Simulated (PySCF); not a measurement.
# C₄H₁₀GeSi: electronic excitations at several levels of theory

Aim: compute the electronic excitations of C₄H₁₀GeSi (`C[SiH](C)C#[C][GeH3]`) at several levels, and see how far they spread and what each costs.

The runs use PySCF 2.14.0, with density-fitted response routines of our own; the level of theory stands in each step. All values are computed, except where a source is named. Atoms count from 0, in the outputs and in this text.

**1. Starting geometry**

16 atoms, charge 0, multiplicity 1; geometry from: GFN2-xTB.

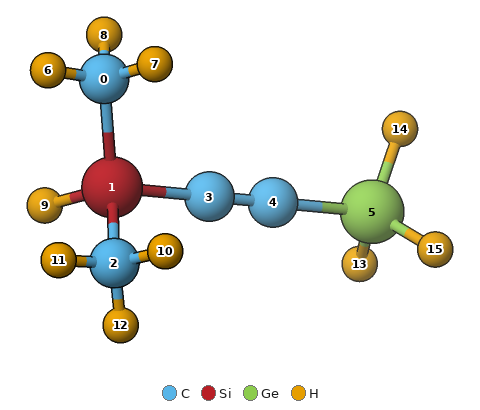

As it starts; carbon blue, silicon red, germanium green, hydrogen amber, atoms numbered; sticks join atoms by distance.

**2. Geometry optimisation at PBE0-D3(BJ)/def2-SVP**

Job settings and geometry (Å):

```
{"job": {"xc": "PBE0", "basis": "def2-SVP", "d3": "d3bj", "grid": 1, "kind": "geom"}, "charge": 0, "multiplicity": 1}
C     -1.404652     0.691299    -1.919940
Si    -1.215785    -0.418421    -0.387397
C     -2.218378     0.286289     1.066615
C      0.578558    -0.443674     0.097642
C      1.748428    -0.456475     0.412972
Ge     3.574060    -0.474528     0.906279
H     -2.440517     0.742778    -2.243789
H     -1.071347     1.705770    -1.718656
H     -0.818016     0.313669    -2.752010
H     -1.623303    -1.801730    -0.687054
H     -1.900548     1.295222     1.315136
H     -3.278780     0.323141     0.832707
H     -2.098924    -0.322564     1.957740
H      3.955340    -1.842024     1.365970
H      4.410070    -0.092849    -0.269521
H      3.796197     0.503041     2.011896
```

Log:

```text
step   0  E = -2523.85917534  max force = 0.030137
step   1  E = -2523.86269526  max force = 0.004895
step   2  E = -2523.86310655  max force = 0.001950
step   3  E = -2523.86318450  max force = 0.001450
step   4  E = -2523.86322762  max force = 0.000868
step   5  E = -2523.86324461  max force = 0.000671
step   6  E = -2523.86325289  max force = 0.000300
optimisation converged
```

Wall time 87 s (1 thread, shared host).

The steps of the relaxation:

| step | energy from step 0 (eV) | largest force component (eV/Å) |
| --- | --- | --- |
| 0 | 0.0000 | 1.5497 |
| 1 | -0.0958 | 0.2517 |
| 2 | -0.1070 | 0.1003 |
| 3 | -0.1091 | 0.0746 |
| 4 | -0.1103 | 0.0446 |
| 5 | -0.1107 | 0.0345 |
| 6 | -0.1110 | 0.0154 |

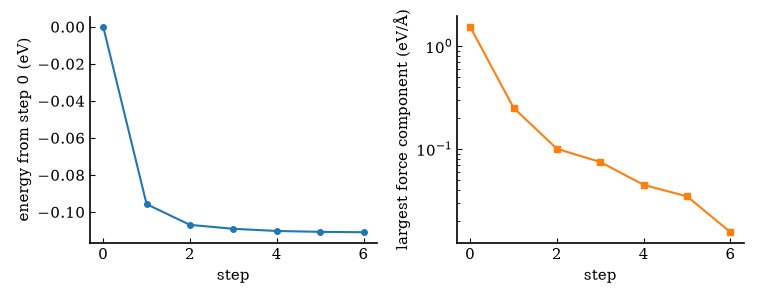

Energy and largest force along the relaxation.

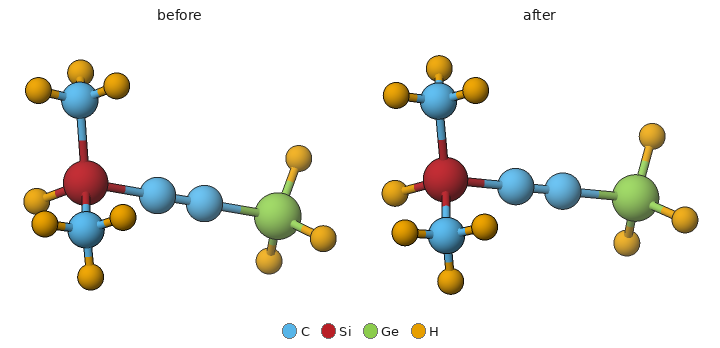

The geometry before (left) and after (right).

Distances of close pairs at the start and the end, largest changes first:

```csv
bond,before (Å),after (Å),change (Å)
Ge5–H15,1.492,1.536,+0.044
Ge5–H14,1.492,1.536,+0.044
Ge5–H13,1.492,1.536,+0.044
Si1–C2,1.902,1.876,-0.025
C0–Si1,1.902,1.876,-0.025
Si1–H9,1.473,1.496,+0.023
C0–H6,1.087,1.101,+0.015
C2–H11,1.087,1.101,+0.015
```

The end geometry stands in the next job.

```csv
at the end point,value
point group (found at 0.08 Å tolerance),C1
"rotational constants (GHz, main isotopes)","4.855, 0.509, 0.479"
dipole moment (D),0.75
```

**3. TDDFT and polarisability: HF/def2-SVPD**

Job settings and geometry (Å):

```
{"job": {"kind": "uv", "xc": "HF", "basis": "def2-SVPD", "ip": true}, "charge": 0, "multiplicity": 1}
C     -1.575301     0.803382    -1.740744
Si    -1.234632    -0.410958    -0.351629
C     -2.136492     0.068032     1.222424
C      0.579366    -0.445206    -0.012117
C      1.781363    -0.449138     0.221997
Ge     3.647863    -0.463970     0.576301
H     -2.649405     0.819018    -1.984203
H     -1.273615     1.820289    -1.445814
H     -1.019629     0.530775    -2.650370
H     -1.637638    -1.789915    -0.769313
H     -1.815836     1.064719     1.562551
H     -3.224945     0.091057     1.056522
H     -1.926122    -0.652020     2.027585
H      4.060761    -1.875655     1.019385
H      4.401927    -0.074210    -0.704210
H      3.953153     0.546315     1.692855
```

Level: TDDFT HF/def2-SVPD, vertical, gas phase, core orbitals frozen in the response.

Log:

```text
final grid: 123520 points
cycle   1  E = -2521.0327135691  dE = -2.112e-01  |g| = 4.200e-01  |ddm| = 5.669e+00
cycle   2  E = -2521.0995480457  dE = -6.683e-02  |g| = 1.600e-01  |ddm| = 2.362e+00
cycle   3  E = -2521.1057378552  dE = -6.190e-03  |g| = 7.774e-02  |ddm| = 8.810e-01
cycle   4  E = -2521.1070194427  dE = -1.282e-03  |g| = 1.322e-02  |ddm| = 5.013e-01
cycle   5  E = -2521.1070697152  dE = -5.027e-05  |g| = 6.152e-03  |ddm| = 7.406e-02
cycle   6  E = -2521.1070816230  dE = -1.191e-05  |g| = 1.167e-03  |ddm| = 3.797e-02
cycle   7  E = -2521.1070823204  dE = -6.974e-07  |g| = 2.792e-04  |ddm| = 4.489e-03
cycle   8  E = -2521.1070823685  dE = -4.810e-08  |g| = 8.256e-05  |ddm| = 1.500e-03
cycle   9  E = -2521.1070823733  dE = -4.799e-09  |g| = 2.633e-05  |ddm| = 4.535e-04
cycle  10  E = -2521.1070823741  dE = -8.672e-10  |g| = 1.498e-05  |ddm| = 1.130e-04
converged SCF energy = -2521.1070823741

Static polarisability (au): isotropic 101.116, principal 82.797 88.867 131.685

Singlet excitations
state   eV       nm        f      main configurations
  1   5.1931    238.7   0.00000   H-1->L+2 0.23, H->L+4 0.16, H->L+3 0.12
  2   5.6900    217.9   0.00121   H-1->L+2 0.26, H->L+4 0.15, H->L+3 0.12
  3   5.6906    217.9   0.00080   H->L+2 0.25, H-1->L+4 0.16, H-1->L+3 0.12
  4   8.1172    152.7   0.01402   H-1->L 0.65, H-1->L+3 0.15
  5   8.1271    152.6   0.01321   H->L 0.65, H->L+3 0.17
  6   8.6584    143.2   2.06258   H->L+2 0.39, H-1->L+3 0.17, H-1->L+1 0.14
  7   9.1447    135.6   0.02465   H-1->L+3 0.24, H-1->L+1 0.19, H-1->L 0.13
  8   9.1473    135.5   0.03379   H->L+1 0.23, H->L+3 0.20, H->L 0.13
  9   9.3318    132.9   0.16622   H-2->L+1 0.23, H->L+4 0.19, H->L+1 0.18
 10   9.4821    130.8   0.00835   H-1->L+5 0.31

Triplet excitations (Tamm-Dancoff, eV): 3.9728 4.7840 4.7845 5.5694
Vertical ionisation energy (delta-SCF) = 8.7531 eV
```

Wall time 36 s (1 thread, shared host).

The orbitals next to the gap, with their largest atomic shares:

```csv
orbital,eV,atoms
HOMO−3,-12.54,"Si1 27 %, H9 22 %, C0 13 %"
HOMO−2,-12.34,"C2 24 %, C0 24 %, Si1 20 %"
HOMO−1,-10.48,"C4 38 %, C3 38 %, Ge5 6 %"
HOMO,-10.47,"C4 38 %, C3 37 %, Ge5 6 %"
LUMO,2.05,"Ge5 61 %, C4 7 %, Si1 6 %"
LUMO+1,2.55,"Si1 23 %, Ge5 16 %, C0 8 %"
LUMO+2,2.94,"C4 16 %, C3 13 %, Ge5 12 %"
```

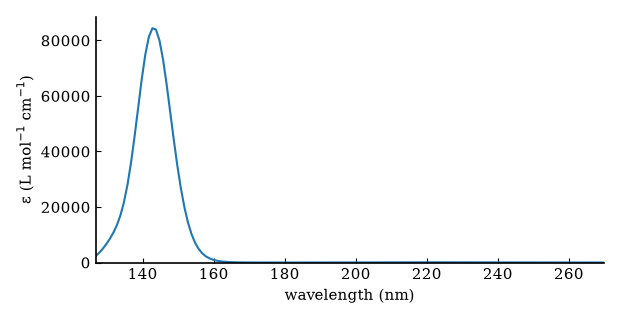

Absorption spectrum: each of the 10 states is a Gaussian band of 0.4 eV half-width at 1/e. Beyond the last state computed it falls off for lack of states.

Ground-state properties from the same run:

```
           property  computed
  dipole moment (D)      0.67
polarisability (Å³)     14.98
 HOMO–LUMO gap (eV)     12.52
      −ε(HOMO) (eV)     10.47
```

**4. TDDFT and polarisability: LDA/def2-SVPD**

Same as in step 3 but for these lines:

```diff
@@ -1,2 +1,2 @@
-{"job": {"kind": "uv", "xc": "HF", "basis": "def2-SVPD", "ip": true}, "charge": 0, "multiplicity": 1}
+{"job": {"kind": "uv", "xc": "LDA", "basis": "def2-SVPD", "ip": true}, "charge": 0, "multiplicity": 1}
 C     -1.575301     0.803382    -1.740744
```

Method: TDDFT LDA/def2-SVPD, vertical, gas phase, core orbitals frozen in the response.

Log:

```text
coarse grid: 59272 points
cycle   1  E = -2518.4677762312  dE = -4.093e-01  |g| = 8.892e-01  |ddm| = 8.285e+00
cycle   2  E = -2518.1874775512  dE =  2.803e-01  |g| = 1.360e+00  |ddm| = 3.202e+00
cycle   3  E = -2518.5974048028  dE = -4.099e-01  |g| = 3.194e-01  |ddm| = 1.991e+00
cycle   4  E = -2518.6222197777  dE = -2.481e-02  |g| = 1.279e-01  |ddm| = 6.266e-01
cycle   5  E = -2518.6262339649  dE = -4.014e-03  |g| = 3.083e-02  |ddm| = 1.937e-01
cycle   6  E = -2518.6264791424  dE = -2.452e-04  |g| = 8.978e-03  |ddm| = 6.664e-02
cycle   7  E = -2518.6265045758  dE = -2.543e-05  |g| = 2.234e-03  |ddm| = 2.235e-02
cycle   8  E = -2518.6265059874  dE = -1.412e-06  |g| = 5.294e-04  |ddm| = 5.612e-03
final grid: 123520 points
cycle   9  E = -2518.6265301678  dE =  2.948e-08  |g| = 8.707e-04  |ddm| = 9.134e-03
cycle  10  E = -2518.6265297881  dE =  3.797e-07  |g| = 1.562e-03  |ddm| = 3.571e-03
cycle  11  E = -2518.6265302705  dE = -4.824e-07  |g| = 4.855e-04  |ddm| = 2.229e-03
cycle  12  E = -2518.6265303327  dE = -6.222e-08  |g| = 4.800e-05  |ddm| = 7.758e-04
cycle  13  E = -2518.6265303335  dE = -7.321e-10  |g| = 1.344e-05  |ddm| = 1.235e-04
converged SCF energy = -2518.6265303335

Static polarisability (au): isotropic 116.204, principal 91.929 100.617 156.066

Singlet excitations
state   eV       nm        f      main configurations
  1   5.4406    227.9   0.00000   H-1->L 0.53, H->L+1 0.46
  2   5.6430    219.7   0.00336   H->L 0.51, H-1->L+1 0.48
  3   5.6469    219.6   0.00810   H->L+1 0.53, H-1->L 0.46
  4   6.2821    197.4   0.01417   H->L+2 0.95
  5   6.3003    196.8   0.00056   H-1->L+2 0.97
  6   6.5180    190.2   0.64904   H-1->L+1 0.28, H->L 0.25, H-2->L+1 0.17
  7   6.6220    187.2   0.00075   H-2->L 0.74, H-3->L+1 0.25
  8   6.7460    183.8   0.00977   H-3->L 0.48, H-2->L+1 0.44
  9   6.7632    183.3   0.00382   H-3->L+1 0.57, H-2->L 0.17, H-1->L+3 0.16
 10   6.7806    182.9   0.00784   H->L+3 0.73, H-1->L+3 0.14

Triplet excitations (Tamm-Dancoff, eV): 4.7684 5.1345 5.1357 5.4342
Vertical ionisation energy (delta-SCF) = 9.3736 eV
Vertical electron affinity (delta-SCF) = -0.7326 eV
```

It took 3.9 min on 1 thread, shared host.

Key values: HOMO -6.75 eV, LUMO -1.33 eV; lowest singlet 5.44 eV.

**5. Excited states and response: PBE/def2-SVPD**

Same as in step 4 but for these lines:

```diff
@@ -1,2 +1,2 @@
-{"job": {"kind": "uv", "xc": "LDA", "basis": "def2-SVPD", "ip": true}, "charge": 0, "multiplicity": 1}
+{"job": {"kind": "uv", "xc": "PBE", "basis": "def2-SVPD", "ip": true}, "charge": 0, "multiplicity": 1}
 C     -1.575301     0.803382    -1.740744
```

Method: TDDFT PBE/def2-SVPD, vertical, gas phase, core orbitals frozen in the response.

Log:

```text
coarse grid: 59272 points
cycle   1  E = -2523.5991776638  dE = -4.145e-01  |g| = 8.426e-01  |ddm| = 7.293e+00
cycle   2  E = -2523.3606570430  dE =  2.385e-01  |g| = 1.270e+00  |ddm| = 2.932e+00
cycle   3  E = -2523.7210124882  dE = -3.604e-01  |g| = 3.020e-01  |ddm| = 1.927e+00
cycle   4  E = -2523.7439328679  dE = -2.292e-02  |g| = 1.094e-01  |ddm| = 5.982e-01
cycle   5  E = -2523.7468550738  dE = -2.922e-03  |g| = 2.893e-02  |ddm| = 1.895e-01
cycle   6  E = -2523.7470958370  dE = -2.408e-04  |g| = 7.863e-03  |ddm| = 6.959e-02
cycle   7  E = -2523.7471152220  dE = -1.938e-05  |g| = 2.072e-03  |ddm| = 1.822e-02
cycle   8  E = -2523.7471164601  dE = -1.238e-06  |g| = 4.038e-04  |ddm| = 4.526e-03
final grid: 123520 points
cycle   9  E = -2523.7471365274  dE = -2.124e-08  |g| = 6.801e-04  |ddm| = 1.015e-02
cycle  10  E = -2523.7471361059  dE =  4.215e-07  |g| = 1.472e-03  |ddm| = 2.914e-03
cycle  11  E = -2523.7471365537  dE = -4.477e-07  |g| = 5.352e-04  |ddm| = 2.456e-03
cycle  12  E = -2523.7471366266  dE = -7.291e-08  |g| = 2.952e-05  |ddm| = 8.914e-04
cycle  13  E = -2523.7471366269  dE = -2.869e-10  |g| = 9.563e-06  |ddm| = 8.565e-05
converged SCF energy = -2523.7471366269

Static polarisability (au): isotropic 113.929, principal 90.012 98.516 153.258

Singlet excitations
state   eV       nm        f      main configurations
  1   5.4926    225.7   0.00007   H->L 0.55, H-1->L+1 0.37
  2   5.6462    219.6   0.00277   H-1->L 0.46, H->L+1 0.44
  3   5.6503    219.4   0.00697   H-1->L+1 0.54, H->L 0.36
  4   6.2733    197.6   0.00717   H->L+2 0.63, H-1->L+2 0.35
  5   6.2793    197.4   0.00382   H-1->L+2 0.62, H->L+2 0.36
  6   6.5767    188.5   0.60219   H->L+1 0.23, H-1->L 0.22, H-1->L+3 0.16
  7   6.7062    184.9   0.00097   H-2->L 0.85, H-3->L+1 0.11
  8   6.7434    183.9   0.01682   H->L+3 0.76, H-1->L+3 0.17
  9   6.7759    183.0   0.05362   H-1->L+3 0.59, H-2->L+1 0.17, H->L+3 0.16
 10   6.8348    181.4   0.03111   H-3->L 0.51, H-2->L+1 0.41

Triplet excitations (Tamm-Dancoff, eV): 4.6131 4.9581 4.9592 5.4862
Vertical ionisation energy (delta-SCF) = 9.2304 eV
```

It took 3.1 min on 1 thread, shared host.

In short: HOMO -6.63 eV, LUMO -1.15 eV; lowest singlet 5.49 eV.

(Part 1 of 2 ends here.)
